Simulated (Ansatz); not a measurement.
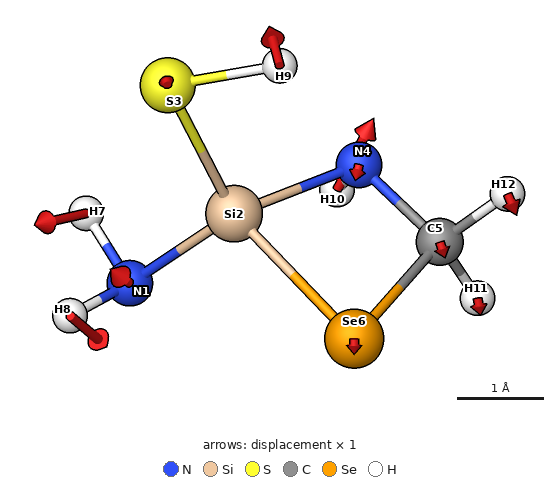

This is a relaxation of CH₆N₂SSeSi. The starting structure is drawn; red arrows show the displacements, at their true length. The two geometries are superimposed by the best rigid fit.

The picture is a ball-and-stick view, seen from a free direction.

The run prepares an end point of a later path (torsion) calculation, from a guessed geometry.

All numbers below come from RKS BLYP-D4/def2-SVP (Ansatz).

Input file:
```yaml
crystal:
  periodic: [false, false, false]
  atoms:
    - { symbol: "N", position_ang: [-1.6016, -1.1272, 0.8548] }
    - { symbol: Si, position_ang: [-0.5344, 0.2089, 0.3197] }
    - { symbol: S, position_ang: [-1.4746, 2.1486, 0.1336] }
    - { symbol: "N", position_ang: [0.4749, -0.2309, -1.1227] }
    - { symbol: C, position_ang: [1.729, -0.2508, -0.4909] }
    - { symbol: Se, position_ang: [1.395, 0.2282, 1.427] }
    - { symbol: H, position_ang: [-2.4149, -1.0852, 0.1658] }
    - { symbol: H, position_ang: [-2.0067, -0.7667, 1.7558] }
    - { symbol: H, position_ang: [-0.2313, 2.7496, -0.2371] }
    - { symbol: H, position_ang: [0.1448, -1.2287, -1.319] }
    - { symbol: H, position_ang: [2.2057, -1.2397, -0.5308] }
    - { symbol: H, position_ang: [2.3912, 0.5387, -0.9223] }
basis:
  gaussian: { orbitals: def2-SVP }
hamiltonian:
  xc: blyp
  dispersion: d4
relax:
  f_tol: 0.015
  max_steps: 40
```

Command:
```bash
ansatz run input.yaml --threads 2 --pin off --max-ram 3072MiB --backend cpu --events-out ev --progress --plain --runs-dir out
```

**Atoms of which element are displaced furthest, and by how much?**

Hydrogen: up to 1.02 Å, against 0.44 Å for nitrogen.

**What did the optimiser do to the structure, and how much energy did it gain?**

The energy falls by 78.6 kJ/mol in 18 accepted moves (19 points after the start). The largest force component goes from 3.4 to 0.012 eV/Å. The line search rejected the trial step at point 11 of the run. The largest move after the best rigid fit is that of H10, 1.02 Å. Largest moves by element: H 1.02 Å, N 0.44 Å, C 0.21 Å, Se 0.20 Å, S 0.17 Å, Si 0.06 Å. Some distances before and after: Si2–Se6 2.225 → 2.327 Å, N1–Si2 1.792 → 1.720 Å, Si2–N4 1.815 → 1.744 Å, S3–H9 1.430 → 1.362 Å. Bond angles that change, for instance: Si2–N4–H10 101.6° → 133.3°, Si2–N1–H7 103.4° → 124.2°, Si2–N1–H8 103.3° → 122.0°. Groups turn about Si2–S3 by about 20°. Cost: 63 s on 2 threads of AMD EPYC 7B13 (Zen 3) (shared host), peak memory 0.23 GiB.
